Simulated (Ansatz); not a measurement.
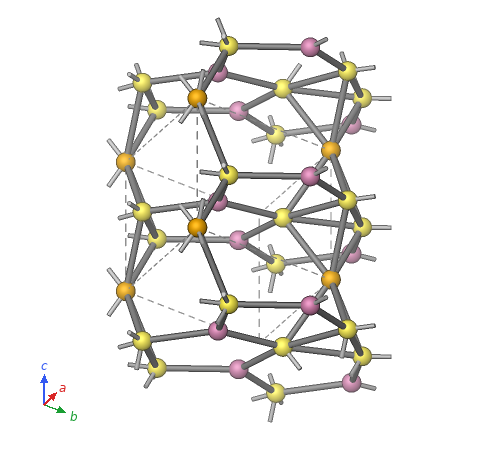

The picture shows a finite piece of the underlying net of a crystal structure, nodes on the atoms' positions. Nodes are coloured by topological kind. Short stubs are edges that leave the cut-out.

Q: What net is this?

A: A trinodal (3,6,6)-connected, three-periodic net.

Q: Give point symbol and coordination sequence of each kind of node.

A: 3-connected node: 5^3, sequence 3, 15, 30, 53, 87, 116; 6-connected node: 3^6.8^9, sequence 6, 14, 24, 62, 78, 122; 6-connected node: 3^5.4.5^3.6^6, sequence 6, 14, 32, 56, 82, 124.

The net was derived as follows. RbMgGa (space group P-62m, No. 189): the geometry relaxed with Ansatz, DFT, PAW plane waves, pbesol; the starting structure was generated, so it need not be a known form of this composition. Bonds are taken as Ga–Mg below 3.6 Å and Mg–Mg below 3.6 Å; Rb is left out of the net, as the electropositive filling of the structure; no other contact counts. Atoms with one bond or none are removed and atoms with two bonds are replaced by edges, until no such atom is left. Ga(2d) is a 3-connected node; Ga(1a) is a 6-connected node; Mg is a 6-connected node, in the ratio 2:1:3.
